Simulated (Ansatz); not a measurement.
```xyz
8

C    -1.8508   -0.9188   -0.7817
C    -1.8698    0.5514   -0.8967
O    -0.6937    1.1984   -0.1800
H    -2.6574   -1.3765   -0.1756
H    -1.6578   -1.4840   -1.7148
H    -1.7846    0.9328   -1.9446
H    -2.7638    1.0380   -0.4335
H    -0.2888    0.3584    0.1419
```

Geometry: PBE-D3(BJ)/def2-SVPD; the highest occupied orbital lies above zero, a sign that basis and functional describe the outermost electron poorly.

The calculation used Ansatz 0.2.0, isolated molecule in a Gaussian basis; Kohn-Sham density functional theory, functional PBE0.

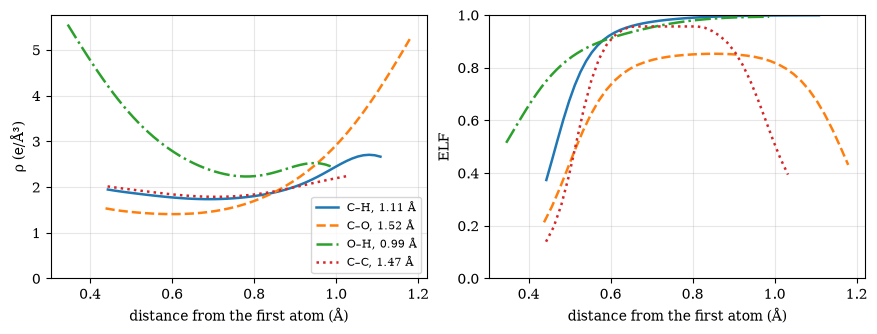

C2H5O (SMILES [CH2-]CO) (charge −1). Electron density and ELF along straight lines between neighbouring atoms. The curves leave out the atomic cores.

What kind of bonding do the profiles show?

C–H (1.11 Å): ρ is about 1.8 e/Å³ halfway; the ELF climbs to about 1 towards the hydrogen, as it does in any bond to H; an ordinary covalent bond to hydrogen.
C–O (1.52 Å): the density is about 1.6 e/Å³ at the midpoint, with its minimum of 1.4 e/Å³ about 0.6 Å from C; the ELF peaks at about 0.85 between the atoms: a shared but strongly polarised pair.
O–H (0.99 Å): the density is about 3.6 e/Å³ at the midpoint; the ELF climbs to about 1 towards the hydrogen: an ordinary covalent bond to hydrogen.
C–C (1.47 Å): ρ is about 1.8 e/Å³ halfway; the ELF peaks at about 0.95 between the atoms: localised, covalent bonding.
